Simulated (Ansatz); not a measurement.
**What Li interstitial (started 1.80 Å from the nearest host atom) does to C**

Start from an 8-atom supercell of C in the graphite type structure (space group P6_3/mmc, No. 194; a = 2.455 Å, c = 6.670 Å; layered, stacked along the Cartesian z axis) at its relaxed geometry.

One thing is altered: one Li atom is added in an open site, starting 1.80 Å from the nearest host atom, atoms relaxed at fixed cell, starting from a slightly rattled geometry.

The values are results of Ansatz (an electronic-structure program) r2SCAN+rVV10, no spin-orbit coupling, earlier PAW set, not measurements. k-mesh 6×10×4 (Γ-centred); smearing 0.05 eV (Fermi–Dirac).

- Final site of the added atom: 12 C at 2.29 Å

Final structure:

```
CELL_PARAMETERS angstrom
      3.68282    -2.12628     0.00000
      1.22761     2.12628     0.00000
      0.00000     0.00000     6.67049
ATOMIC_POSITIONS crystal
  C  0.85068 0.99964 0.27968
  C  0.35227 0.49966 0.27875
  C  0.18526 0.99965 0.73890
  C  0.68378 0.49967 0.73988
  C  0.68409 0.49965 0.27871
  C  0.18564 0.99965 0.27972
  C  0.35193 0.49964 0.73986
  C  0.85035 0.99967 0.73894
  Li 0.01849 0.49998 0.00932
```

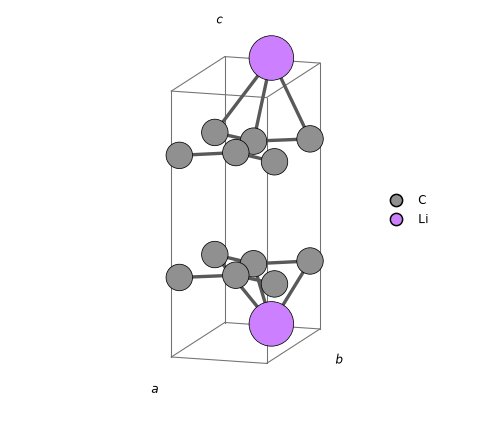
Figure: The relaxed cell after the change

Cost of the whole job for the changed cell (relaxation, final SCF and bands): around 23 core-minutes (rough).

In so small a cell the defect repeats every few ångströms: this is an ordered compound, not a dilute defect. All final runs are without spin polarisation. The defect cell is not spin-polarised.
